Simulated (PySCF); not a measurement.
System: C$_{7}$H$_{11}$B (SMILES C#CC1(BCC)CC1).

```json
{"atom": "C", "x (Å)": "-1.1751", "y (Å)": "2.3226", "z (Å)": "-1.1179"}
{"atom": "C", "x (Å)": "-1.1058", "y (Å)": "1.2932", "z (Å)": "-0.5084"}
{"atom": "C", "x (Å)": "-1.0353", "y (Å)": "0.0525", "z (Å)": "0.2089"}
{"atom": "B", "x (Å)": "0.3594", "y (Å)": "-0.5447", "z (Å)": "0.5368"}
{"atom": "C", "x (Å)": "1.6769", "y (Å)": "0.2302", "z (Å)": "0.1570"}
{"atom": "C", "x (Å)": "2.9535", "y (Å)": "-0.6108", "z (Å)": "0.0881"}
{"atom": "C", "x (Å)": "-2.1936", "y (Å)": "-0.9074", "z (Å)": "-0.0786"}
{"atom": "C", "x (Å)": "-2.1805", "y (Å)": "-0.1693", "z (Å)": "1.2017"}
{"atom": "H", "x (Å)": "-1.2246", "y (Å)": "3.2259", "z (Å)": "-1.6488"}
{"atom": "H", "x (Å)": "0.4096", "y (Å)": "-1.5728", "z (Å)": "1.0999"}
{"atom": "H", "x (Å)": "1.5606", "y (Å)": "0.7832", "z (Å)": "-0.7788"}
{"atom": "H", "x (Å)": "1.8148", "y (Å)": "1.0031", "z (Å)": "0.9233"}
{"atom": "H", "x (Å)": "2.8710", "y (Å)": "-1.3581", "z (Å)": "-0.6982"}
{"atom": "H", "x (Å)": "3.8222", "y (Å)": "0.0103", "z (Å)": "-0.1248"}
{"atom": "H", "x (Å)": "3.1258", "y (Å)": "-1.1270", "z (Å)": "1.0298"}
{"atom": "H", "x (Å)": "-1.9731", "y (Å)": "-1.9639", "z (Å)": "-0.0735"}
{"atom": "H", "x (Å)": "-2.8940", "y (Å)": "-0.6043", "z (Å)": "-0.8429"}
{"atom": "H", "x (Å)": "-2.8702", "y (Å)": "0.6517", "z (Å)": "1.3327"}
{"atom": "H", "x (Å)": "-1.9516", "y (Å)": "-0.7051", "z (Å)": "2.1103"}
```

Geometry: GFN2-xTB.

Computed with PySCF, PBE0/pcSseg-1, SCF density, gas phase, non-relativistic.

> What will maps of the electron density and electron localisation function show?

C–C (1.20 Å): ρ at the midpoint is about 2.7 e/Å³; the ELF peaks at about 0.85 between the atoms; a short, multiple covalent bond.
C–B (1.55 Å): the density is about 1.4 e/Å³ at the midpoint; the ELF peaks at about 1 between the atoms (a shared electron pair).
C–H (1.05 Å): ρ at the midpoint is about 2.1 e/Å³; the ELF climbs to about 1 towards the hydrogen, as it does in any bond to H: an ordinary covalent bond to hydrogen.
B–H (1.17 Å): ρ at the midpoint is about 1.3 e/Å³; the ELF climbs to about 1 towards the hydrogen: a covalent bond by its length.

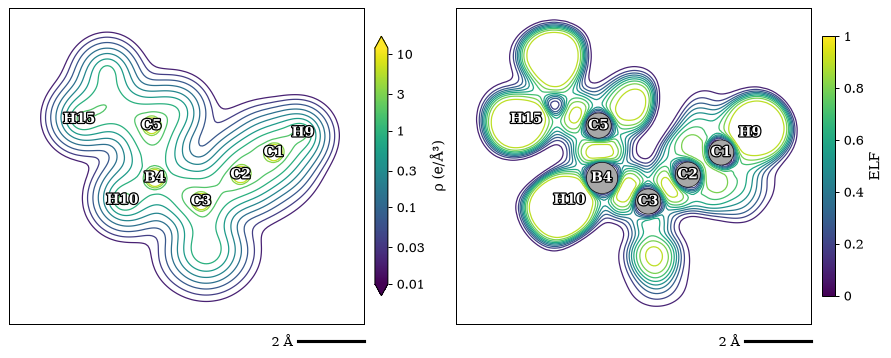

Computed electron density and electron localisation function on the plane of atoms C2, C3 and B4, in this order. Grey discs cover the atomic cores in the ELF map. 
